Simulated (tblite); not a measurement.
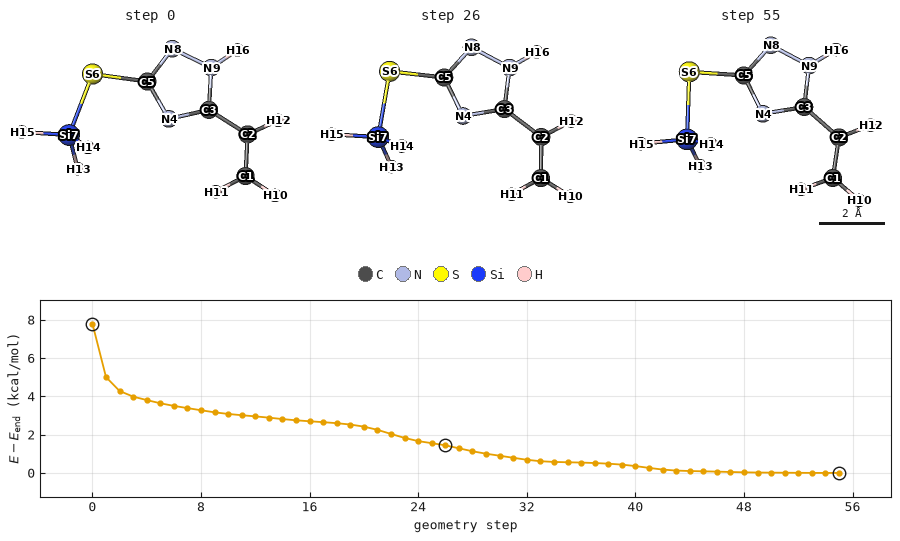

Frames of a relaxation of C$_{4}$H$_{7}$N$_{3}$SSi, marked on the history of the run. The picture is a ball-and-stick view, seen at a tilt.

Theory: GFN2-xTB geometry optimisation, gas phase (tblite). 

### Describe the path.

Over 55 geometry steps the energy falls by 7.80 kcal/mol. The atom that moves furthest after the best rigid fit is H14 (0.73 Å). By element the largest moves are H 0.73 Å, Si 0.58 Å, C 0.41 Å, N 0.24 Å, S 0.12 Å. Near-neighbour distances that change, for instance: N4–Si7 3.190 → 2.545 Å, S6–Si7 2.128 → 2.183 Å, Si7–H13 1.500 → 1.452 Å, Si7–H14 1.486 → 1.452 Å. Bond angles that change, for instance: C5–S6–Si7 104.4° → 90.0°, S6–Si7–H15 108.4° → 99.4°, S6–C5–N8 119.9° → 128.3°. From step 0 to 26: H atoms move most (0.44 Å), energy −6.36 kcal/mol. From step 26 to 55: H15 moves most (0.42 Å), energy −1.44 kcal/mol.
